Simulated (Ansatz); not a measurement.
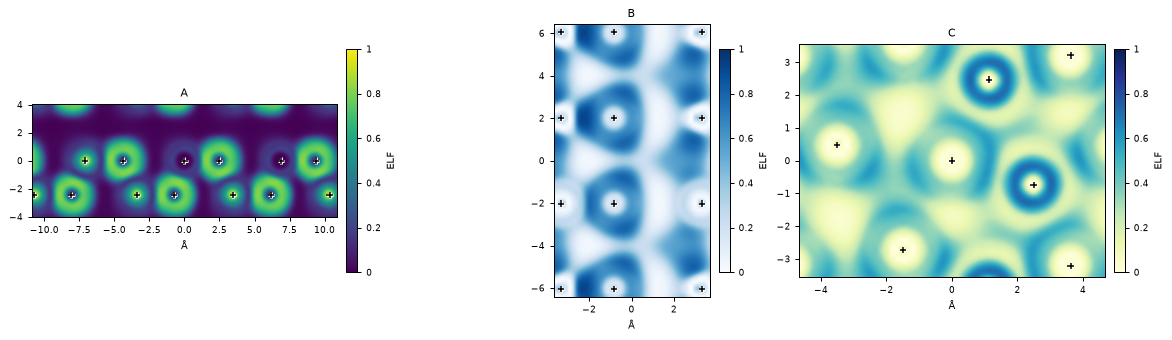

The electron localisation function of 3 systems, each on a plane through atoms (crosses mark nuclei in the plane).

Level of theory: Ansatz 0.2.0, DFT PBE, scalar-relativistic, plane waves, PAW.

System 1: Al5GaAs6, the (110) plane of the conventional cell. Space group P31m; a structure generated by program, which may or may not match a known phase.

```
Al Ga As
1.0
     7.00282    0.00000    0.00000
    -3.50141    6.06462    0.00000
     0.00000    0.00000    6.64815
Al Ga As
5 1 6
Direct
  0.33363 0.33363 0.99941
  0.00000 0.66637 0.99941
  0.66637 0.00000 0.99941
  0.66667 0.33333 0.49995
  0.33333 0.66667 0.49995
  0.00000 0.00000 0.50057
  0.33414 0.33414 0.37378
  0.00000 0.66586 0.37378
  0.66586 0.00000 0.37378
  0.66667 0.33333 0.87400
  0.33333 0.66667 0.87400
  0.00000 0.00000 0.87598
```

System 2: Ge4MoW, the (100) plane of the conventional cell. Space group Pmc2₁; a structure generated by program, which may or may not match a known phase; computed without spin polarisation.

```cif
data_structure
_symmetry_space_group_name_H-M 'P 1'
_symmetry_Int_Tables_number 1
_cell_length_a 3.4812
_cell_length_b 8.6226
_cell_length_c 6.4186
_cell_angle_alpha 90.000
_cell_angle_beta 90.000
_cell_angle_gamma 90.000
_cell_volume 192.67
loop_
_atom_site_label
_atom_site_type_symbol
_atom_site_fract_x
_atom_site_fract_y
_atom_site_fract_z
_atom_site_occupancy
Ge1 Ge 0.50000 0.29177 0.13479 1
Ge2 Ge 0.00000 0.79011 0.36459 1
Ge3 Ge 0.50000 0.70823 0.63479 1
Ge4 Ge 0.00000 0.20989 0.86459 1
Ge5 Ge 0.50000 0.88250 0.06253 1
Ge6 Ge 0.00000 0.38252 0.43848 1
Ge7 Ge 0.50000 0.11750 0.56253 1
Ge8 Ge 0.00000 0.61748 0.93848 1
Mo1 Mo 0.50000 0.42062 0.74975 1
Mo2 Mo 0.50000 0.57938 0.24975 1
W1 W 0.00000 0.92089 0.74985 1
W2 W 0.00000 0.07911 0.24985 1
```

System 3: ZnCd2Se3, the (110) plane of the conventional cell. Space group P3m1; a structure generated by program, which may or may not match a known phase.

```
Zn Cd Se
1.0
     4.26192    0.00000    0.00000
    -2.13096    3.69093    0.00000
     0.00000    0.00000   21.08848
Zn Cd Se
2 4 6
Direct
  0.00000 0.00000 0.50479
  0.00000 0.00000 0.83122
  0.66667 0.33333 0.99570
  0.66667 0.33333 0.34305
  0.66667 0.33333 0.66946
  0.00000 0.00000 0.16928
  0.66667 0.33333 0.12233
  0.66667 0.33333 0.47012
  0.66667 0.33333 0.79654
  0.00000 0.00000 0.29590
  0.00000 0.00000 0.62258
  0.00000 0.00000 0.94902
```

Which map belongs to which system?

Answer. Panel A is system 3, ZnCd2Se3: the plane holds Zn, Cd and Se. Zn–Se (2.48 Å): the ELF is about 0.60 at the midpoint. Panel B is system 1, Al5GaAs6: the plane holds Al, Ga and As. Al–As (2.49 Å): the ELF peaks at about 0.95 between the atoms (a shared electron pair). Panel C is system 2, Ge4MoW: the plane holds Ge and W. Ge–W (2.60 Å): the ELF peaks at about 0.60 between the atoms.
